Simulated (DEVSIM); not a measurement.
System: abrupt InP p-n junction, at 300 K.

```
layer (left to right)  material  thickness (μm)  Nd (cm⁻³)  Na (cm⁻³)  τn (s)  τp (s)
---------------------  --------  --------------  ---------  ---------  ------  ------
1                           InP            1.80          -     4.9e15    3e-9    3e-9
2                           InP            37.0     1.2e14          -    3e-9   9e-11
```

Left contact: ohmic. Right contact: ohmic. Voltage is applied to the left contact. Recombination: SRH at mid-gap. Mobility is μmin + (μ − μmin)/(1 + (N/Nref)^α).

The device is made up for the run: typed textbook-type constants, with dimensions and the other settings drawn at random. Values at 300 K.

```csv
parameter,InP
gap (eV),1.344
affinity (eV),4.38
permittivity,12.5
Nc (cm⁻³),5.7e17
Nv (cm⁻³),1.1e19
μn (cm²/Vs),5200
μp (cm²/Vs),170
"μn,min",400
"μp,min",10
"Nref,n",3e17
"Nref,p",4.9e17
αn,0.47
αp,0.62
```

Simulated with DEVSIM: 1D drift-diffusion, Boltzmann statistics, complete ionisation; no tunnelling, impact ionisation, image-force lowering or self-heating.

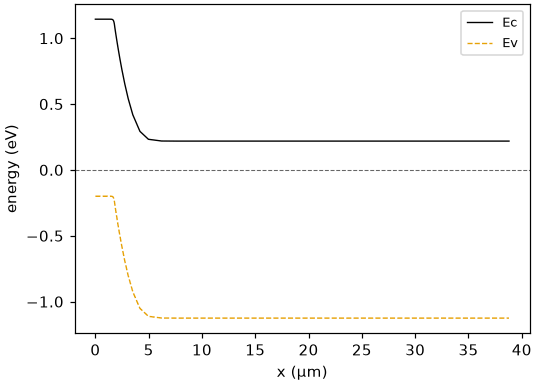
Band edges at zero bias

Energies count from the Fermi level of the right contact; mesh points crowd at the junctions.

```csv
x (μm),Ec (eV),Ev (eV),n (cm⁻³),p (cm⁻³),field (V/cm)
0.000,1.145,-0.199,< 1e2,4.9e15,≈ 0
0.03445,1.145,-0.199,< 1e2,4.9e15,≈ 0
0.1227,1.145,-0.199,< 1e2,4.9e15,≈ 0
0.3284,1.145,-0.199,< 1e2,4.9e15,≈ 0
1.036,1.145,-0.199,< 1e2,4.9e15,≈ 0
1.508,1.144,-0.200,< 1e2,4.8e15,-83
1.693,1.135,-0.209,< 1e2,3.3e15,-1600
1.784,1.106,-0.238,< 1e2,1.1e15,-5100
1.811,1.091,-0.253,< 1e2,6.3e14,-5800
1.861,1.063,-0.281,< 1e2,2.1e14,-5500
1.984,0.998,-0.346,< 1e2,1.7e13,-5100
2.485,0.764,-0.580,84000,2.0e9,-4200
3.513,0.419,-0.925,5.3e10,3100,-2500
6.213,0.219,-1.125,1.2e14,< 1e2,-16
16.25,0.219,-1.125,1.2e14,< 1e2,≈ 0
29.18,0.219,-1.125,1.2e14,< 1e2,≈ 0
34.89,0.219,-1.125,1.2e14,< 1e2,≈ 0
37.22,0.219,-1.125,1.2e14,< 1e2,≈ 0
38.35,0.219,-1.125,1.2e14,< 1e2,≈ 0
38.63,0.219,-1.125,1.2e14,< 1e2,≈ 0
38.74,0.219,-1.125,1.2e14,< 1e2,≈ 0
38.80,0.219,-1.125,1.2e14,< 1e2,≈ 0
```
